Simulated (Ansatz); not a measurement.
**Profile along the Sc–Sc line in Sc (hcp, Mg type)**

Sc (hcp, Mg type), conventional cell a = b = 3.3295 Å, c = 5.1919 Å, α = β = 90.00°, γ = 120.00°. The calculation uses the primitive cell of 2 atoms, to which meshes and values per cell refer.

Fields along a shortest Sc–Sc line of a (0001) plane (3.33 Å), from Sc to Sc, interpolated on the slice's grid (step about 0.2 Å). All values below come from r2SCAN (plane waves to 500 eV, PAW, scalar-relativistic; Ansatz, a first-principles code). k mesh 16×16×9. These are valence fields of a PAW run, semicore shells included where kept as valence: close to a nucleus they are smooth pseudo fields. Sc is run without spin polarisation. Sc was relaxed with its symmetry unable to fall.

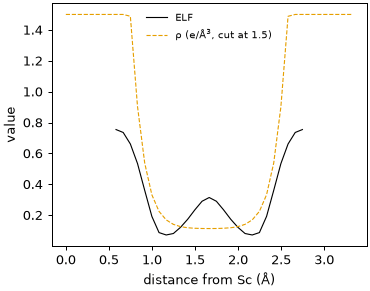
Figure: ELF (away from the nuclei) and valence density from Sc to Sc.

Density on the Sc–Sc line (3.33 Å) at its midpoint: 0.11 e/Å³. ELF at that point: 0.31.
